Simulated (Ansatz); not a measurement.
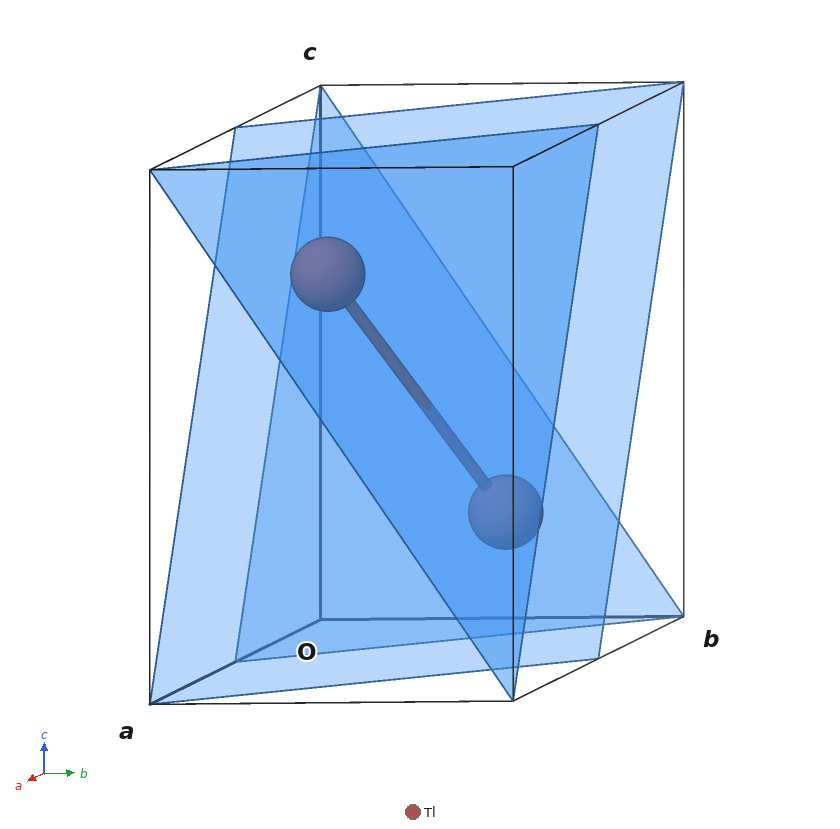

Crystal: Tl, coordinates from a relaxation with Ansatz, DFT, BLYP, plane waves (420 eV) with PAW, scalar-relativistic. Every member of one family of equally spaced planes, hx + ky + lz = a whole number, that cuts the unit cell is shaded (one member passes through the origin O, touching the cell only at an edge or corner). All values are computed from the atomic coordinates in the standard setting (tolerance 0.002 Å).

a = 3.778 Å, b = 3.778 Å, c = 5.761 Å, α = 90.00°, β = 90.00°, γ = 120.00°.

Question: Index the planes.

Answer: (2 1 1), in four indices (2 1 −3 1); the opposite sign names the same planes. The member next to the origin meets the axes a at 1/2, b at 1, c at 1.

Question: What is the spacing?

Answer: d = 1.209 Å.

Question: Which atoms of the cell lie in these planes (within 0.03 Å)?

Answer: No atom.

Question: The space group is P6_3/mmc, No. 194. How many reflections hkl are equivalent to this one (itself included), and does it occur?

Answer: 24 reflections are equivalent in the Laue class 6/mmm. The space group allows the reflection.
